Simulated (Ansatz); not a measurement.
# CH6GeSSi: what the fields show

The calculation's input:

```
crystal:
  periodic: [false, false, false]
  atoms:
    - { symbol: Si, position_ang: [-0.5618, 1.2077, 0.5227] }
    - { symbol: C, position_ang: [-0.0697, 0.0281, -0.7931] }
    - { symbol: S, position_ang: [-1.2119, -1.3449, -0.9392] }
    - { symbol: Ge, position_ang: [1.017, -1.4003, -0.0643] }
    - { symbol: H, position_ang: [0.5275, 2.1052, 0.8571] }
    - { symbol: H, position_ang: [-1.701, 2.0961, -0.0259] }
    - { symbol: H, position_ang: [-1.0561, 0.5385, 1.7095] }
    - { symbol: H, position_ang: [-2.31914, -1.46226, -1.75446] }
    - { symbol: H, position_ang: [1.9038, -2.1254, -0.9939] }
    - { symbol: H, position_ang: [0.893, -1.5876, 1.5019] }
basis:
  gaussian: { orbitals: def2-SVP }
hamiltonian:
  xc: r2scan
  dispersion: d4
relax:
  f_tol: 0.02
  max_steps: 50
output:
  orbitals: {}
```

Launched as:

```sh
ansatz run input.yaml --threads 2 --pin off --max-ram 3072MiB --backend cpu --events-out ev --progress --plain --runs-dir out
```

The fields are those of the run's last geometry, not of the input's.

Computed with RKS r2SCAN-D4/def2-SVP in Ansatz.

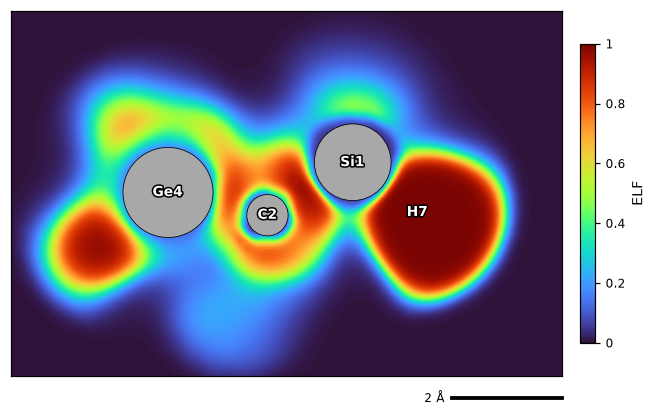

Figure 1. Electron localisation function on the plane of atoms C2, Si1 and H7. Grey discs cover the atomic cores.

### Read the bonding off the picture.

The plane passes through Si, C, Ge and H nuclei.
C–Si (1.83 Å): the ELF peaks at about 0.95 between the atoms (a shared electron pair).
C–Ge (1.86 Å): the ELF peaks at about 0.80 in the valence shell of C, 0.7 Å from its nucleus, and is about 0.55 at the midpoint.
Si–H (1.50 Å): the ELF climbs to about 1 towards the hydrogen, as it does in any bond to H.

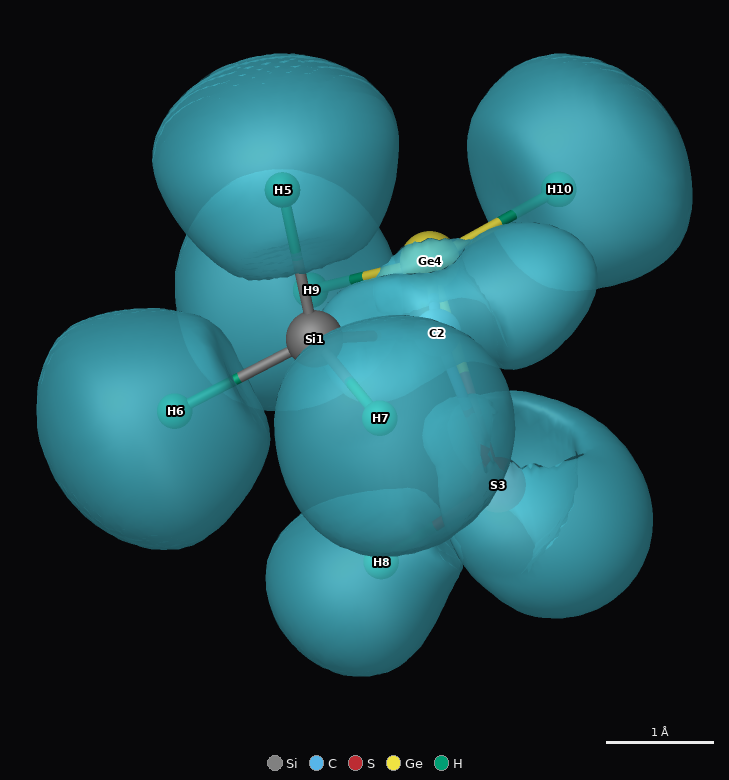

Figure 2. Isosurface of the ELF at 0.8 (cyan), seen at an oblique angle. Core shells and regions of very low density are left out.

### Where are the electrons localised?

At this value the surface marks out six regions around hydrogen nuclei, one region on C in which the atom's valence shell and bonds are merged and one region on S in which the atom's valence shell and bonds are merged. Profiles from the grid: C–S (1.79 Å): the ELF peaks at about 0.85 between the atoms (a covalent bond).

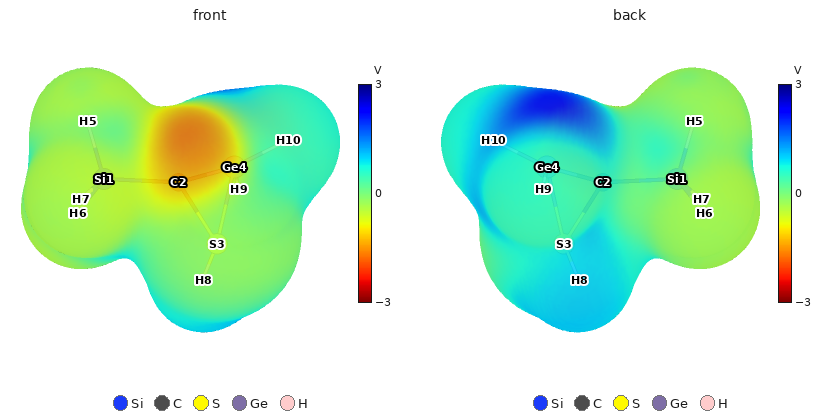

Figure 3. The electrostatic potential painted on the density surface at 0.002 e/bohr³, seen from the front and from behind; the colour scale runs from red (negative) to blue (positive).

### Where is the surface potential most negative and most positive?

The most negative region (about −1.6 V) lies over C2, the most positive (about +2.2 V) over Ge4.

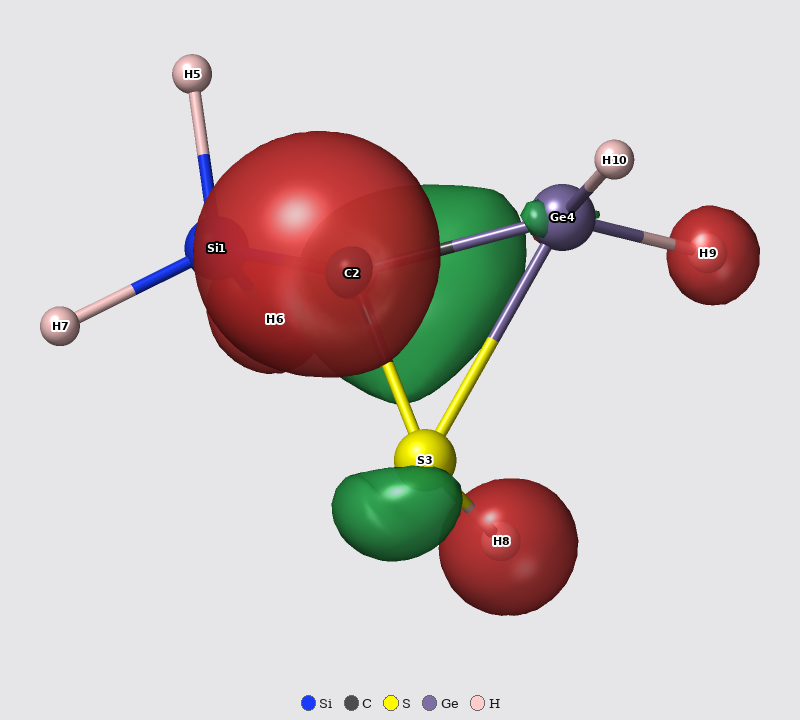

Figure 4. The HOMO at ±0.15 Å⁻³ᐟ² (green and red are the two phases), seen at a tilt.

### Where does this orbital lie, and at what energy?

By Hirshfeld shares it lies mainly on C2 (about 50 %), S3 (about 10 %), Ge4 (about 10 %) and H8 (about 5 %). Its energy is −4.94 eV.
